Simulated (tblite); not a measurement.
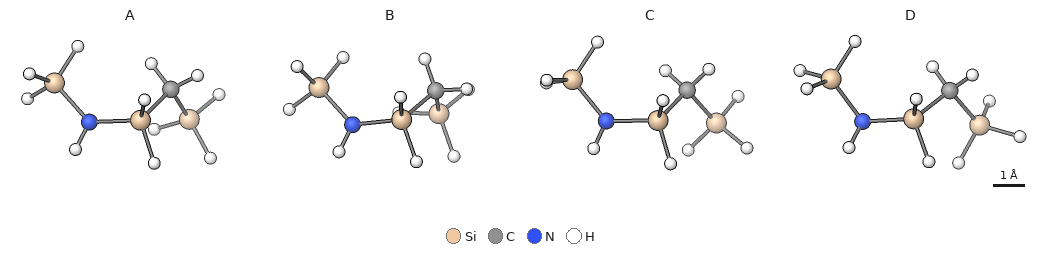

4 geometries from one relaxation of CH11NSi3, in shuffled order. A ball-and-stick model, seen from a free direction.

Computed with GFN2-xTB geometry optimisation, gas phase (tblite). 

Put them in the order of the run, from the start to the converged end.

Answer. D, C, A, B. They are steps 0, 64, 105, 149, at +54.6 kJ/mol, +7.35 kJ/mol, +4.93 kJ/mol relative to the last. After 149 geometry steps the energy has fallen by 54.6 kJ/mol. The largest move after the best rigid fit is that of an H atom, 2.13 Å. By element the largest moves are H 2.13 Å, Si 0.78 Å, N 0.61 Å, C 0.52 Å. Some distances before and after: H–N 1.067 → 1.007 Å, N–Si 1.783 → 1.730 Å, C–Si 1.847 → 1.897 Å, N–Si 1.762 → 1.735 Å. Among the angles between lasting bonds that change: Si–N–Si 114.0° → 130.0°, Si–N–H 104.6° → 114.0°, Si–N–H 105.9° → 113.9°. Groups turn about C–Si by about 40°, C–Si by about 35°.
